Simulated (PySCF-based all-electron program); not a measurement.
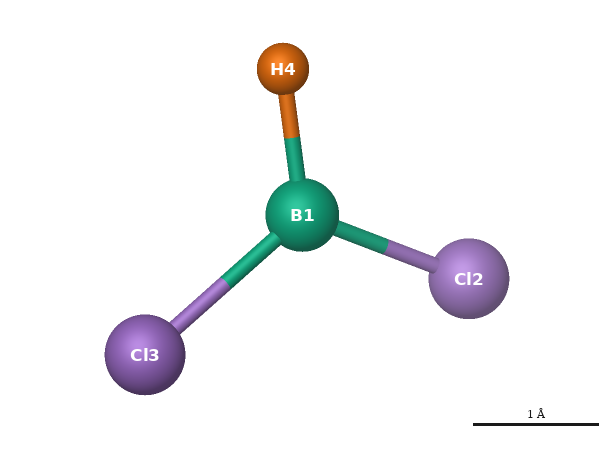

Figure made from data computed with PySCF-based all-electron program.

Geometry: a fixed input geometry, not necessarily a minimum.

**How are the neighbours of atom 1 arranged?**

B1 has 3 neighbours (Cl2 at 1.57, Cl3 at 1.74, H4 at 1.19 Å); the arrangement is trigonal planar.
